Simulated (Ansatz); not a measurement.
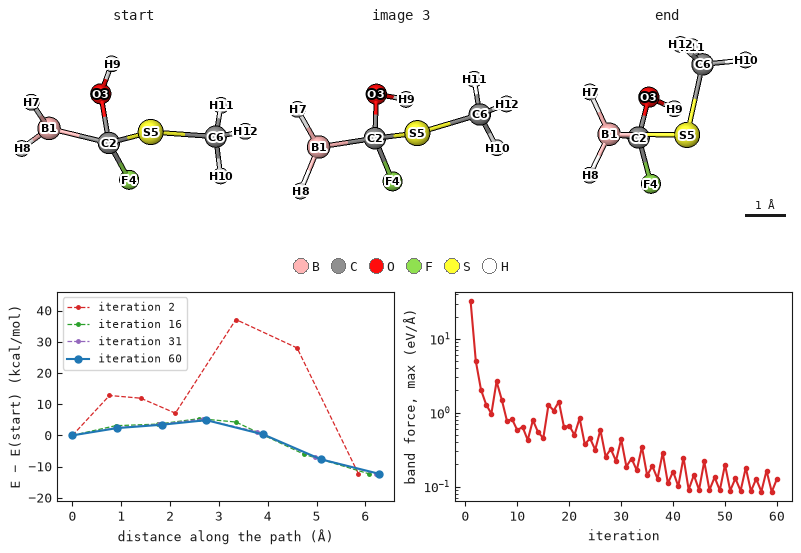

NEB run on C$_{2}$H$_{6}$BFOS. Images are numbered from 0 (start) to 6 (end). The plot follows the band through its iterations. Style: ball-and-stick. Shown from a free direction.

Computed with RKS CAM-B3LYP-D4/cc-pVDZ (Ansatz). Set-up: 5 movable images; climbing image from the first iteration; force threshold 0.05 eV/Å; iteration limit 60; optimiser L-BFGS; starting path through a guess of the saddle point.

Q: How did the profile develop, and is the result final?

A: The result isn't final. The band hadn't converged when the run stopped after 60 iterations. The largest component of the band force went from 32 to 0.13 eV/Å. The barrier read from it is provisional, though the highest image hardly moved in the last two iterations. The first iteration put the highest image at 90.0 kcal/mol. Forward barrier 4.9 kcal/mol, backward barrier 17.2 kcal/mol, with image 3 at the top; the reaction energy is −12.3 kcal/mol.
